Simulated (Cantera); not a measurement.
Input: 1 mol Zr, 1.1 mol NH₃, at 0.0900 Torr.

Method: chemical equilibrium by Gibbs-energy minimisation in Cantera with the NASA 1993 tables (ideal gas, pure condensed phases). Candidate condensed phases: Zr, ZrN; 11 gas species. ZrN: taken at fixed stoichiometry. Equilibrium is a limit: real reactors are often held back by kinetics, nucleation or transport.

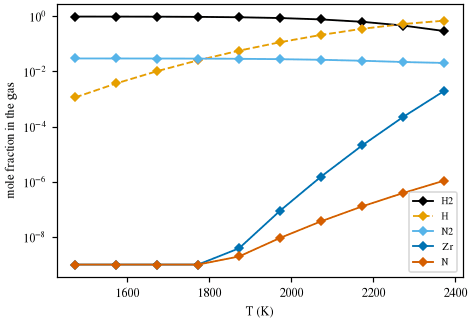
Figure. Equilibrium gas composition (values under 1e-9 drawn at 1e-9)

From 1473 K to 2373 K the condensed part is ZrN(s).
